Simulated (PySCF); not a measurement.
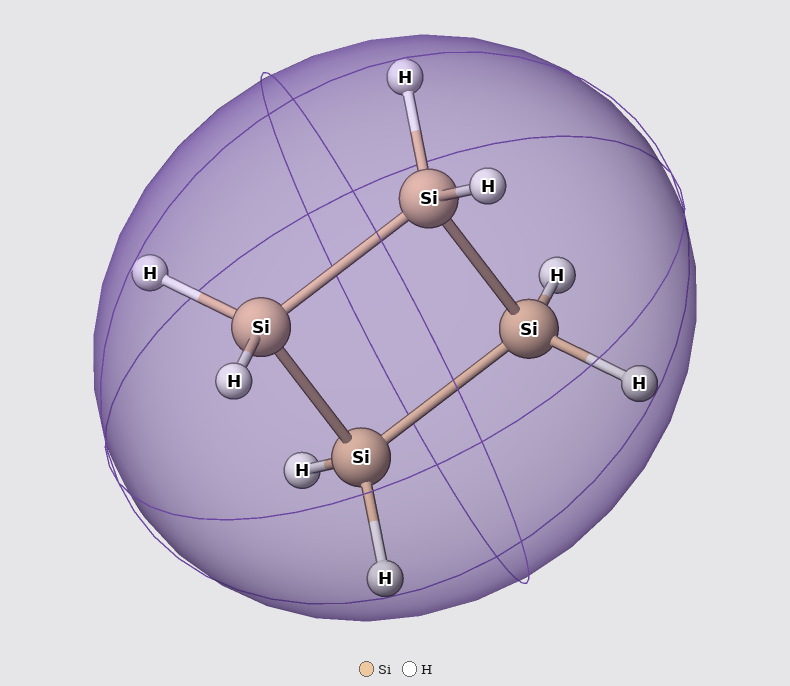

The ellipsoid shows the static dipole polarisability: its half-axes are proportional to the principal values. The computed structure is the end point of a PBE0-D3(BJ)/def2-SVP optimisation. No frequency run is at hand to confirm it as a minimum. Computed with PBE0/def2-TZVPD (PySCF 2.14.0).

Give the principal values, the mean and the anisotropy.

Principal values 97.6, 136.5, 136.5 bohr³; mean 123.5 bohr³ (18.30 Å³); anisotropy 38.9 bohr³, so the longest axis is 1.40 times the shortest.
